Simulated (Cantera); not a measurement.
A closed system holds: 1 mol CH2F2, 0.0081 mol CH4, 0.21 mol H2, equilibrated at 100 Torr.

Method: chemical equilibrium by Gibbs-energy minimisation in Cantera with the NASA 1993 tables (ideal gas, pure condensed phases). Candidate condensed phases: C, C6H6, C7H8, C8H18; 95 gas species. Equilibrium is a limit: real reactors are often held back by kinetics, nucleation or transport.

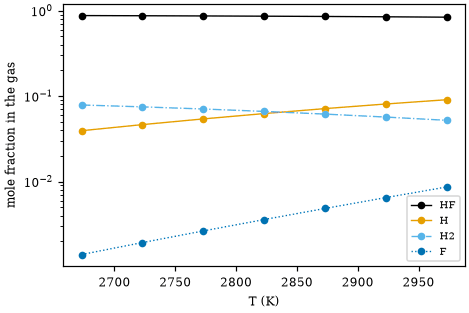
Figure: Equilibrium gas composition (values under 1e-9 drawn at 1e-9)

### Question
Read off the mole fractions at 2873 K.

### Answer
HF about 0.86, H about 0.071, H2 about 0.062, F about 0.0048.
